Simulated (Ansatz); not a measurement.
```xyz
5

Be    0.2291   -1.1471    0.6704
Be    0.6203    0.9018    0.7512
Te   -1.0933    2.0048   -0.2967
Te   -1.7521   -1.3871   -0.4563
Te    1.9959   -0.3724   -0.6686
```

Geometry: PBE0-D4/def2-SVP; core potentials replace the inner electrons of Te.

The calculation used UKS PBE0-D4/def2-TZVP in Ansatz.

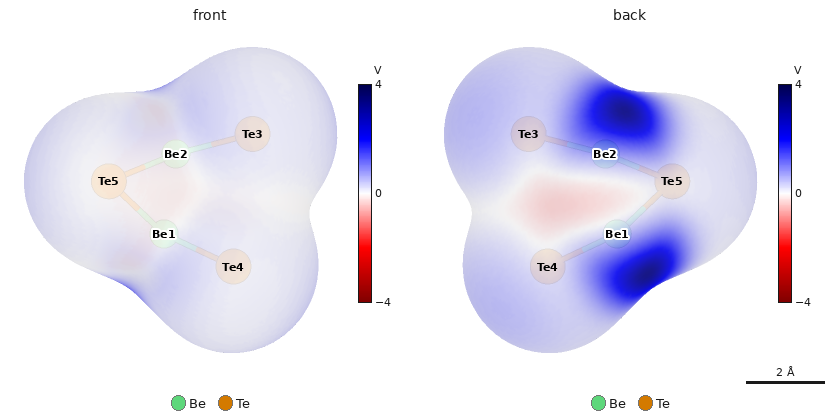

Be$_{2}$Te$_{3}$ (quintet). The electrostatic potential painted on the density surface at 0.002 e/bohr³, seen from the front and from behind; red is negative and blue positive.

Question: Which sites attract a positive test charge, and which a negative one?

Answer: A positive charge is drawn to the negative regions and a negative charge to the positive ones. The most negative region (about −0.3 V) lies over Te3, the most positive (about +3.2 V) over Be1 and Be2.
